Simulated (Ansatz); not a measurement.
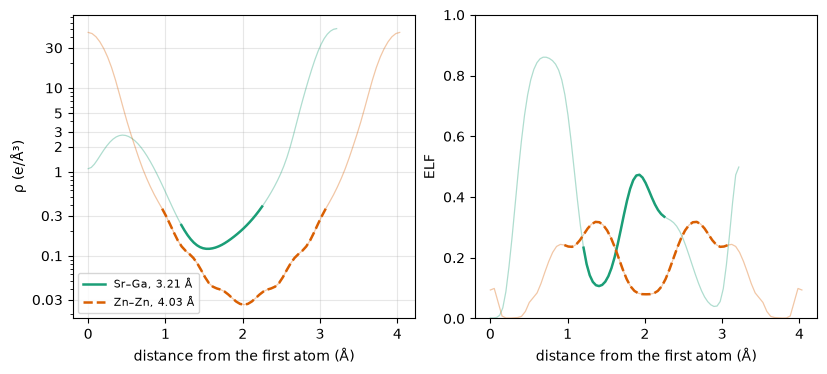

Figure. Sr$_{3}$ZnGa$_{2}$. Valence pseudo-density and electron localisation function along straight lines between neighbouring atoms. Thin, pale parts lie inside the atomic spheres.

Space group P6/mmm; started from the ScCo3B2_191 prototype, which need not be the ambient phase.

The calculation used Ansatz 0.2.0, DFT PBE, scalar-relativistic, plane waves, PAW.

In a PAW calculation such maps are meaningful between the atoms, not at the nuclei.

Compare the contacts.

Answer. Sr–Ga (3.21 Å): the density is about 0.12 e/Å³ at the midpoint; the ELF is about 0.20 at the midpoint; no shared electron pair shows on this line.
Zn–Zn (4.03 Å): the density is about 0.03 e/Å³ at the midpoint; the ELF is about 0.10 at the midpoint; no localised pair shows between them.
